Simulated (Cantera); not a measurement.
Feed: 1 mol BCl₃, a varied amount of H₂, 0.2 mol O₂, equilibrated at 1325 K and 0.000210 bar.

These are equilibrium values from Cantera (NASA tables, ideal gas, pure condensed phases), not measurements of a reactor. Candidate condensed phases: B, B₂O₃, B₃O₃H₃, H₂O; 33 gas species. The tables' values for BOCl, BCl, BCl₂ are old estimates; treat these amounts as uncertain. Gases not in the tables: BHCl₂. The numbers say what is thermodynamically allowed, not how fast it happens.

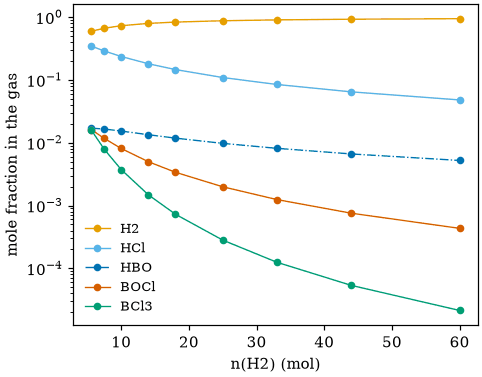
Figure: Equilibrium gas composition (values under 1e-9 drawn at 1e-9)

Q: Read off the mole fractions at 14 mol H₂.

A: H₂ about 0.80, HCl about 0.18, HBO about 0.013, BOCl about 0.0050, BCl₃ about 0.0015.
